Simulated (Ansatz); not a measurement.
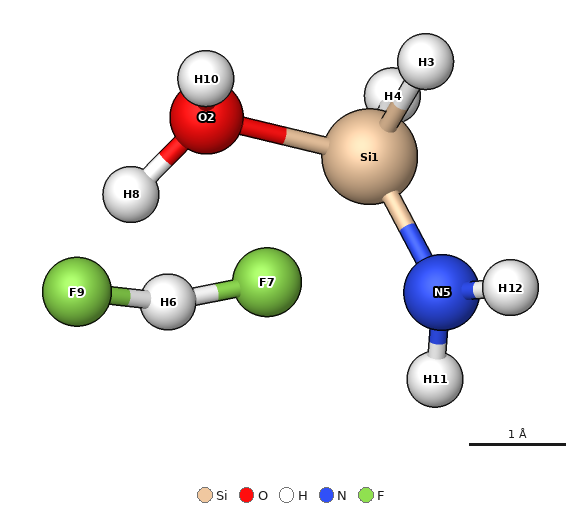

Fig. 1: The starting structure (ball-and-stick view, seen at a tilt; atoms are numbered from 1 in the order of the input).

**Molecular dynamics, with input and output: SiNH$_{7}$OF$_{2}$ (part 1 of 4)**

The run: molecular dynamics of SiNH$_{7}$OF$_{2}$. Method and program: RKS BLYP/def2-SVP (Ansatz 0.2.0).

It belongs to a series of runs on one base structure; here: dynamics from the highest image of the converged band. Figures and captions count atoms from 1; the log counts them from 0 in places.

**Output**
```
Engine: ansatz 0.2.0, x86_64-unknown-linux-gnu
Functional definition: BLYP
  parameter beta = 0.0042
  parameter a = 0.04918
  parameter b = 0.132
  parameter c = 0.2533
  parameter d = 0.349
  exchange = b88_x(beta = beta)
  correlation = lyp_c(a = a, b = b, c = c, d = d)
1213 factors; their error is unknown
mean field evaluation 1: about -16939.9656 eV, gradient 8.5e1 eV
mean field evaluation 2: about -16903.0509 eV, gradient 1.5e2 eV
mean field evaluation 4: about -16952.8272 eV, gradient 1.2e1 eV
mean field evaluation 8: about -16953.0794 eV, gradient 2.0e-1 eV
mean field evaluation 16: about -16953.0081 eV, gradient 1.8e-4 eV
mean field -16953.00812415 eV, -623.0115574008 hartree, gradient 5.5e-5 eV, S^2 0.000000; 0 other end points of the search recorded, 0 dependent functions left out
the calculation of the forces begins
reference -16953.00845923 eV, -623.0115697150 hartree; 27, 27 occupied and 82, 82 virtual orbitals, 1213 factors
md step     0: t =     0.00 fs  T =   100.0 K  F+E_penalty+E_count = -16953.00812415 eV  E_kin = 0.129260 eV  conserved = -16952.87886415 eV  (28 SCF iters)
these checks for a lower state are left out or cut short: starts, cluster_reference, orbital_swaps, neighbouring_geometries, increment
1213 factors; their error is unknown
mean field -16953.00618568 eV, -623.0114861635 hartree, gradient 2.6e-5 eV, S^2 0.000000; 0 other end points of the search recorded, 0 dependent functions left out
the calculation of the forces begins
reference -16953.00652047 eV, -623.0114984667 hartree; 27, 27 occupied and 82, 82 virtual orbitals, 1213 factors
md step     1: t =     0.50 fs  T =    98.5 K  F+E_penalty+E_count = -16953.00618568 eV  E_kin = 0.127334 eV  conserved = -16952.87885153 eV  (30 SCF iters)
[... from here on the SCF iterations and repeated set-up lines of each step are left out, up to the last step ...]
md step     2: t =     1.00 fs  T =    94.3 K  F+E_penalty+E_count = -16953.00069674 eV  E_kin = 0.121893 eV  conserved = -16952.87880414 eV  (30 SCF iters)
md step     3: t =     1.50 fs  T =    88.0 K  F+E_penalty+E_count = -16952.99243939 eV  E_kin = 0.113710 eV  conserved = -16952.87872915 eV  (31 SCF iters)
md step     4: t =     2.00 fs  T =    80.4 K  F+E_penalty+E_count = -16952.98261764 eV  E_kin = 0.103975 eV  conserved = -16952.87864232 eV  (30 SCF iters)
md step     5: t =     2.50 fs  T =    72.8 K  F+E_penalty+E_count = -16952.97261428 eV  E_kin = 0.094053 eV  conserved = -16952.87856162 eV  (30 SCF iters)
md step     6: t =     3.00 fs  T =    65.9 K  F+E_penalty+E_count = -16952.96370955 eV  E_kin = 0.085206 eV  conserved = -16952.87850331 eV  (30 SCF iters)
md step     7: t =     3.50 fs  T =    60.6 K  F+E_penalty+E_count = -16952.95682834 eV  E_kin = 0.078351 eV  conserved = -16952.87847767 eV  (30 SCF iters)
md step     8: t =     4.00 fs  T =    57.2 K  F+E_penalty+E_count = -16952.95238131 eV  E_kin = 0.073895 eV  conserved = -16952.87848660 eV  (30 SCF iters)
md step     9: t =     4.50 fs  T =    55.5 K  F+E_penalty+E_count = -16952.95023633 eV  E_kin = 0.071713 eV  conserved = -16952.87852345 eV  (30 SCF iters)
md step    10: t =     5.00 fs  T =    55.1 K  F+E_penalty+E_count = -16952.94981891 eV  E_kin = 0.071243 eV  conserved = -16952.87857613 eV  (30 SCF iters)
md step    11: t =     5.50 fs  T =    55.4 K  F+E_penalty+E_count = -16952.95029817 eV  E_kin = 0.071667 eV  conserved = -16952.87863098 eV  (30 SCF iters)
md step    12: t =     6.00 fs  T =    55.8 K  F+E_penalty+E_count = -16952.95079675 eV  E_kin = 0.072120 eV  conserved = -16952.87867695 eV  (30 SCF iters)
md step    13: t =     6.50 fs  T =    55.6 K  F+E_penalty+E_count = -16952.95056499 eV  E_kin = 0.071858 eV  conserved = -16952.87870741 eV  (30 SCF iters)
md step    14: t =     7.00 fs  T =    54.4 K  F+E_penalty+E_count = -16952.94908864 eV  E_kin = 0.070369 eV  conserved = -16952.87871984 eV  (31 SCF iters)
md step    15: t =     7.50 fs  T =    52.2 K  F+E_penalty+E_count = -16952.94613208 eV  E_kin = 0.067417 eV  conserved = -16952.87871481 eV  (30 SCF iters)
md step    16: t =     8.00 fs  T =    48.8 K  F+E_penalty+E_count = -16952.94173839 eV  E_kin = 0.063044 eV  conserved = -16952.87869461 eV  (31 SCF iters)
md step    17: t =     8.50 fs  T =    44.5 K  F+E_penalty+E_count = -16952.93620661 eV  E_kin = 0.057547 eV  conserved = -16952.87866000 eV  (31 SCF iters)
md step    18: t =     9.00 fs  T =    39.8 K  F+E_penalty+E_count = -16952.93006343 eV  E_kin = 0.051448 eV  conserved = -16952.87861506 eV  (29 SCF iters)
md step    19: t =     9.50 fs  T =    35.2 K  F+E_penalty+E_count = -16952.92400637 eV  E_kin = 0.045441 eV  conserved = -16952.87856517 eV  (31 SCF iters)
md step    20: t =    10.00 fs  T =    31.2 K  F+E_penalty+E_count = -16952.91881710 eV  E_kin = 0.040299 eV  conserved = -16952.87851794 eV  (31 SCF iters)
md step    21: t =    10.50 fs  T =    28.4 K  F+E_penalty+E_count = -16952.91523865 eV  E_kin = 0.036757 eV  conserved = -16952.87848179 eV  (24 SCF iters)
md step    22: t =    11.00 fs  T =    27.4 K  F+E_penalty+E_count = -16952.91383792 eV  E_kin = 0.035373 eV  conserved = -16952.87846468 eV  (24 SCF iters)
md step    23: t =    11.50 fs  T =    28.2 K  F+E_penalty+E_count = -16952.91488456 eV  E_kin = 0.036414 eV  conserved = -16952.87847052 eV  (24 SCF iters)
md step    24: t =    12.00 fs  T =    30.8 K  F+E_penalty+E_count = -16952.91828583 eV  E_kin = 0.039787 eV  conserved = -16952.87849897 eV  (31 SCF iters)
md step    25: t =    12.50 fs  T =    34.9 K  F+E_penalty+E_count = -16952.92359323 eV  E_kin = 0.045048 eV  conserved = -16952.87854523 eV  (30 SCF iters)
md step    26: t =    13.00 fs  T =    39.8 K  F+E_penalty+E_count = -16952.93007893 eV  E_kin = 0.051478 eV  conserved = -16952.87860118 eV  (30 SCF iters)
md step    27: t =    13.50 fs  T =    45.0 K  F+E_penalty+E_count = -16952.93686149 eV  E_kin = 0.058203 eV  conserved = -16952.87865812 eV  (30 SCF iters)
md step    28: t =    14.00 fs  T =    49.8 K  F+E_penalty+E_count = -16952.94304808 eV  E_kin = 0.064340 eV  conserved = -16952.87870771 eV  (31 SCF iters)
md step    29: t =    14.50 fs  T =    53.5 K  F+E_penalty+E_count = -16952.94786909 eV  E_kin = 0.069127 eV  conserved = -16952.87874247 eV  (30 SCF iters)
md step    30: t =    15.00 fs  T =    55.7 K  F+E_penalty+E_count = -16952.95078992 eV  E_kin = 0.072031 eV  conserved = -16952.87875873 eV  (31 SCF iters)
md step    31: t =    15.50 fs  T =    56.3 K  F+E_penalty+E_count = -16952.95158216 eV  E_kin = 0.072829 eV  conserved = -16952.87875364 eV  (31 SCF iters)
md step    32: t =    16.00 fs  T =    55.4 K  F+E_penalty+E_count = -16952.95036050 eV  E_kin = 0.071633 eV  conserved = -16952.87872717 eV  (30 SCF iters)
md step    33: t =    16.50 fs  T =    53.3 K  F+E_penalty+E_count = -16952.94757643 eV  E_kin = 0.068894 eV  conserved = -16952.87868206 eV  (30 SCF iters)
md step    34: t =    17.00 fs  T =    50.6 K  F+E_penalty+E_count = -16952.94396804 eV  E_kin = 0.065344 eV  conserved = -16952.87862452 eV  (31 SCF iters)
md step    35: t =    17.50 fs  T =    47.9 K  F+E_penalty+E_count = -16952.94046073 eV  E_kin = 0.061897 eV  conserved = -16952.87856377 eV  (31 SCF iters)
md step    36: t =    18.00 fs  T =    46.0 K  F+E_penalty+E_count = -16952.93802040 eV  E_kin = 0.059509 eV  conserved = -16952.87851135 eV  (30 SCF iters)
md step    37: t =    18.50 fs  T =    45.6 K  F+E_penalty+E_count = -16952.93747194 eV  E_kin = 0.058993 eV  conserved = -16952.87847927 eV  (30 SCF iters)
md step    38: t =    19.00 fs  T =    47.1 K  F+E_penalty+E_count = -16952.93931482 eV  E_kin = 0.060838 eV  conserved = -16952.87847664 eV  (29 SCF iters)
md step    39: t =    19.50 fs  T =    50.3 K  F+E_penalty+E_count = -16952.94358480 eV  E_kin = 0.065078 eV  conserved = -16952.87850638 eV  (30 SCF iters)
md step    40: t =    20.00 fs  T =    55.1 K  F+E_penalty+E_count = -16952.94980968 eV  E_kin = 0.071246 eV  conserved = -16952.87856365 eV  (31 SCF iters)
md step    41: t =    20.50 fs  T =    60.7 K  F+E_penalty+E_count = -16952.95708394 eV  E_kin = 0.078447 eV  conserved = -16952.87863668 eV  (30 SCF iters)
md step    42: t =    21.00 fs  T =    66.2 K  F+E_penalty+E_count = -16952.96425005 eV  E_kin = 0.085540 eV  conserved = -16952.87870998 eV  (30 SCF iters)
md step    43: t =    21.50 fs  T =    70.7 K  F+E_penalty+E_count = -16952.97013820 eV  E_kin = 0.091369 eV  conserved = -16952.87876872 eV  (30 SCF iters)
md step    44: t =    22.00 fs  T =    73.5 K  F+E_penalty+E_count = -16952.97379943 eV  E_kin = 0.094997 eV  conserved = -16952.87880211 eV  (31 SCF iters)
md step    45: t =    22.50 fs  T =    74.2 K  F+E_penalty+E_count = -16952.97467637 eV  E_kin = 0.095871 eV  conserved = -16952.87880576 eV  (30 SCF iters)
md step    46: t =    23.00 fs  T =    72.6 K  F+E_penalty+E_count = -16952.97267868 eV  E_kin = 0.093898 eV  conserved = -16952.87878115 eV  (30 SCF iters)
md step    47: t =    23.50 fs  T =    69.2 K  F+E_penalty+E_count = -16952.96816364 eV  E_kin = 0.089428 eV  conserved = -16952.87873551 eV  (30 SCF iters)
md step    48: t =    24.00 fs  T =    64.3 K  F+E_penalty+E_count = -16952.96183596 eV  E_kin = 0.083159 eV  conserved = -16952.87867672 eV  (31 SCF iters)
md step    49: t =    24.50 fs  T =    58.8 K  F+E_penalty+E_count = -16952.95460750 eV  E_kin = 0.075992 eV  conserved = -16952.87861557 eV  (31 SCF iters)
md step    50: t =    25.00 fs  T =    53.3 K  F+E_penalty+E_count = -16952.94743444 eV  E_kin = 0.068873 eV  conserved = -16952.87856121 eV  (31 SCF iters)
md step    51: t =    25.50 fs  T =    48.5 K  F+E_penalty+E_count = -16952.94117098 eV  E_kin = 0.062650 eV  conserved = -16952.87852067 eV  (31 SCF iters)
md step    52: t =    26.00 fs  T =    44.8 K  F+E_penalty+E_count = -16952.93645749 eV  E_kin = 0.057960 eV  conserved = -16952.87849729 eV  (30 SCF iters)
md step    53: t =    26.50 fs  T =    42.7 K  F+E_penalty+E_count = -16952.93366074 eV  E_kin = 0.055169 eV  conserved = -16952.87849207 eV  (30 SCF iters)
md step    54: t =    27.00 fs  T =    42.1 K  F+E_penalty+E_count = -16952.93286257 eV  E_kin = 0.054360 eV  conserved = -16952.87850306 eV  (31 SCF iters)
md step    55: t =    27.50 fs  T =    42.8 K  F+E_penalty+E_count = -16952.93388951 eV  E_kin = 0.055362 eV  conserved = -16952.87852720 eV  (30 SCF iters)
md step    56: t =    28.00 fs  T =    44.7 K  F+E_penalty+E_count = -16952.93636096 eV  E_kin = 0.057800 eV  conserved = -16952.87856120 eV  (30 SCF iters)
md step    57: t =    28.50 fs  T =    47.3 K  F+E_penalty+E_count = -16952.93974238 eV  E_kin = 0.061140 eV  conserved = -16952.87860215 eV  (31 SCF iters)
md step    58: t =    29.00 fs  T =    50.1 K  F+E_penalty+E_count = -16952.94339837 eV  E_kin = 0.064753 eV  conserved = -16952.87864551 eV  (28 SCF iters)
md step    59: t =    29.50 fs  T =    52.6 K  F+E_penalty+E_count = -16952.94666046 eV  E_kin = 0.067975 eV  conserved = -16952.87868543 eV  (30 SCF iters)
md step    60: t =    30.00 fs  T =    54.3 K  F+E_penalty+E_count = -16952.94891855 eV  E_kin = 0.070203 eV  conserved = -16952.87871567 eV  (30 SCF iters)
md step    61: t =    30.50 fs  T =    54.9 K  F+E_penalty+E_count = -16952.94973221 eV  E_kin = 0.071004 eV  conserved = -16952.87872773 eV  (31 SCF iters)
md step    62: t =    31.00 fs  T =    54.3 K  F+E_penalty+E_count = -16952.94895113 eV  E_kin = 0.070235 eV  conserved = -16952.87871611 eV  (31 SCF iters)
md step    63: t =    31.50 fs  T =    52.7 K  F+E_penalty+E_count = -16952.94679852 eV  E_kin = 0.068119 eV  conserved = -16952.87867947 eV  (31 SCF iters)
md step    64: t =    32.00 fs  T =    50.5 K  F+E_penalty+E_count = -16952.94388404 eV  E_kin = 0.065261 eV  conserved = -16952.87862313 eV  (30 SCF iters)
md step    65: t =    32.50 fs  T =    48.4 K  F+E_penalty+E_count = -16952.94111728 eV  E_kin = 0.062559 eV  conserved = -16952.87855855 eV  (31 SCF iters)
md step    66: t =    33.00 fs  T =    47.2 K  F+E_penalty+E_count = -16952.93952619 eV  E_kin = 0.061025 eV  conserved = -16952.87850112 eV  (31 SCF iters)
md step    67: t =    33.50 fs  T =    47.6 K  F+E_penalty+E_count = -16952.94001666 eV  E_kin = 0.061551 eV  conserved = -16952.87846612 eV  (31 SCF iters)
md step    68: t =    34.00 fs  T =    50.0 K  F+E_penalty+E_count = -16952.94313740 eV  E_kin = 0.064674 eV  conserved = -16952.87846381 eV  (30 SCF iters)
md step    69: t =    34.50 fs  T =    54.5 K  F+E_penalty+E_count = -16952.94892284 eV  E_kin = 0.070427 eV  conserved = -16952.87849596 eV  (31 SCF iters)
md step    70: t =    35.00 fs  T =    60.6 K  F+E_penalty+E_count = -16952.95686741 eV  E_kin = 0.078313 eV  conserved = -16952.87855491 eV  (31 SCF iters)
md step    71: t =    35.50 fs  T =    67.6 K  F+E_penalty+E_count = -16952.96604315 eV  E_kin = 0.087417 eV  conserved = -16952.87862610 eV  (30 SCF iters)
md step    72: t =    36.00 fs  T =    74.8 K  F+E_penalty+E_count = -16952.97532336 eV  E_kin = 0.096630 eV  conserved = -16952.87869289 eV  (31 SCF iters)
md step    73: t =    36.50 fs  T =    81.2 K  F+E_penalty+E_count = -16952.98364049 eV  E_kin = 0.104899 eV  conserved = -16952.87874166 eV  (30 SCF iters)
md step    74: t =    37.00 fs  T =    86.2 K  F+E_penalty+E_count = -16952.99020007 eV  E_kin = 0.111435 eV  conserved = -16952.87876485 eV  (30 SCF iters)
md step    75: t =    37.50 fs  T =    89.6 K  F+E_penalty+E_count = -16952.99459970 eV  E_kin = 0.115837 eV  conserved = -16952.87876243 eV  (31 SCF iters)
md step    76: t =    38.00 fs  T =    91.4 K  F+E_penalty+E_count = -16952.99683824 eV  E_kin = 0.118099 eV  conserved = -16952.87873938 eV  (30 SCF iters)
md step    77: t =    38.50 fs  T =    91.7 K  F+E_penalty+E_count = -16952.99724502 eV  E_kin = 0.118541 eV  conserved = -16952.87870371 eV  (29 SCF iters)
md step    78: t =    39.00 fs  T =    91.1 K  F+E_penalty+E_count = -16952.99636747 eV  E_kin = 0.117706 eV  conserved = -16952.87866105 eV  (30 SCF iters)
md step    79: t =    39.50 fs  T =    89.9 K  F+E_penalty+E_count = -16952.99486663 eV  E_kin = 0.116249 eV  conserved = -16952.87861756 eV  (30 SCF iters)
md step    80: t =    40.00 fs  T =    88.9 K  F+E_penalty+E_count = -16952.99342575 eV  E_kin = 0.114848 eV  conserved = -16952.87857745 eV  (30 SCF iters)
md step    81: t =    40.50 fs  T =    88.3 K  F+E_penalty+E_count = -16952.99268209 eV  E_kin = 0.114138 eV  conserved = -16952.87854392 eV  (30 SCF iters)
md step    82: t =    41.00 fs  T =    88.7 K  F+E_penalty+E_count = -16952.99317027 eV  E_kin = 0.114650 eV  conserved = -16952.87852039 eV  (30 SCF iters)
md step    83: t =    41.50 fs  T =    90.3 K  F+E_penalty+E_count = -16952.99526917 eV  E_kin = 0.116760 eV  conserved = -16952.87850925 eV  (31 SCF iters)
md step    84: t =    42.00 fs  T =    93.3 K  F+E_penalty+E_count = -16952.99915776 eV  E_kin = 0.120645 eV  conserved = -16952.87851296 eV  (30 SCF iters)
md step    85: t =    42.50 fs  T =    97.7 K  F+E_penalty+E_count = -16953.00478115 eV  E_kin = 0.126249 eV  conserved = -16952.87853200 eV  (31 SCF iters)
md step    86: t =    43.00 fs  T =   103.1 K  F+E_penalty+E_count = -16953.01184088 eV  E_kin = 0.133275 eV  conserved = -16952.87856570 eV  (31 SCF iters)
md step    87: t =    43.50 fs  T =   109.2 K  F+E_penalty+E_count = -16953.01981028 eV  E_kin = 0.141200 eV  conserved = -16952.87861060 eV  (31 SCF iters)
md step    88: t =    44.00 fs  T =   115.5 K  F+E_penalty+E_count = -16953.02798365 eV  E_kin = 0.149321 eV  conserved = -16952.87866235 eV  (31 SCF iters)
md step    89: t =    44.50 fs  T =   121.3 K  F+E_penalty+E_count = -16953.03555296 eV  E_kin = 0.156838 eV  conserved = -16952.87871463 eV  (31 SCF iters)
md step    90: t =    45.00 fs  T =   126.1 K  F+E_penalty+E_count = -16953.04171099 eV  E_kin = 0.162952 eV  conserved = -16952.87875911 eV  (30 SCF iters)
md step    91: t =    45.50 fs  T =   129.2 K  F+E_penalty+E_count = -16953.04577495 eV  E_kin = 0.166986 eV  conserved = -16952.87878943 eV  (30 SCF iters)
md step    92: t =    46.00 fs  T =   130.4 K  F+E_penalty+E_count = -16953.04730352 eV  E_kin = 0.168505 eV  conserved = -16952.87879869 eV  (29 SCF iters)
md step    93: t =    46.50 fs  T =   129.5 K  F+E_penalty+E_count = -16953.04619897 eV  E_kin = 0.167417 eV  conserved = -16952.87878244 eV  (29 SCF iters)
md step    94: t =    47.00 fs  T =   126.9 K  F+E_penalty+E_count = -16953.04276698 eV  E_kin = 0.164026 eV  conserved = -16952.87874054 eV  (29 SCF iters)
md step    95: t =    47.50 fs  T =   123.0 K  F+E_penalty+E_count = -16953.03771427 eV  E_kin = 0.159036 eV  conserved = -16952.87867782 eV  (29 SCF iters)
md step    96: t =    48.00 fs  T =   118.7 K  F+E_penalty+E_count = -16953.03206957 eV  E_kin = 0.153465 eV  conserved = -16952.87860416 eV  (29 SCF iters)
md step    97: t =    48.50 fs  T =   114.9 K  F+E_penalty+E_count = -16953.02702264 eV  E_kin = 0.148488 eV  conserved = -16952.87853420 eV  (29 SCF iters)
md step    98: t =    49.00 fs  T =   112.3 K  F+E_penalty+E_count = -16953.02369311 eV  E_kin = 0.145209 eV  conserved = -16952.87848454 eV  (29 SCF iters)
md step    99: t =    49.50 fs  T =   111.7 K  F+E_penalty+E_count = -16953.02287210 eV  E_kin = 0.144403 eV  conserved = -16952.87846895 eV  (29 SCF iters)
md step   100: t =    50.00 fs  T =   113.2 K  F+E_penalty+E_count = -16953.02480890 eV  E_kin = 0.146315 eV  conserved = -16952.87849373 eV  (29 SCF iters)
md step   101: t =    50.50 fs  T =   116.5 K  F+E_penalty+E_count = -16953.02911842 eV  E_kin = 0.150565 eV  conserved = -16952.87855347 eV  (29 SCF iters)
md step   102: t =    51.00 fs  T =   120.9 K  F+E_penalty+E_count = -16953.03486079 eV  E_kin = 0.156228 eV  conserved = -16952.87863316 eV  (29 SCF iters)
md step   103: t =    51.50 fs  T =   125.4 K  F+E_penalty+E_count = -16953.04077564 eV  E_kin = 0.162064 eV  conserved = -16952.87871190 eV  (29 SCF iters)
md step   104: t =    52.00 fs  T =   129.1 K  F+E_penalty+E_count = -16953.04560264 eV  E_kin = 0.166832 eV  conserved = -16952.87877037 eV  (29 SCF iters)
md step   105: t =    52.50 fs  T =   131.2 K  F+E_penalty+E_count = -16953.04838447 eV  E_kin = 0.169588 eV  conserved = -16952.87879607 eV  (29 SCF iters)
md step   106: t =    53.00 fs  T =   131.4 K  F+E_penalty+E_count = -16953.04866880 eV  E_kin = 0.169883 eV  conserved = -16952.87878585 eV  (29 SCF iters)
md step   107: t =    53.50 fs  T =   129.8 K  F+E_penalty+E_count = -16953.04656926 eV  E_kin = 0.167824 eV  conserved = -16952.87874535 eV  (30 SCF iters)
md step   108: t =    54.00 fs  T =   126.9 K  F+E_penalty+E_count = -16953.04269169 eV  E_kin = 0.164008 eV  conserved = -16952.87868412 eV  (30 SCF iters)
md step   109: t =    54.50 fs  T =   123.3 K  F+E_penalty+E_count = -16953.03797222 eV  E_kin = 0.159356 eV  conserved = -16952.87861610 eV  (31 SCF iters)
md step   110: t =    55.00 fs  T =   119.8 K  F+E_penalty+E_count = -16953.03346456 eV  E_kin = 0.154910 eV  conserved = -16952.87855444 eV  (30 SCF iters)
md step   111: t =    55.50 fs  T =   117.3 K  F+E_penalty+E_count = -16953.03013049 eV  E_kin = 0.151620 eV  conserved = -16952.87851017 eV  (30 SCF iters)
md step   112: t =    56.00 fs  T =   116.2 K  F+E_penalty+E_count = -16953.02866511 eV  E_kin = 0.150175 eV  conserved = -16952.87849043 eV  (30 SCF iters)
md step   113: t =    56.50 fs  T =   116.7 K  F+E_penalty+E_count = -16953.02938413 eV  E_kin = 0.150887 eV  conserved = -16952.87849713 eV  (30 SCF iters)
```
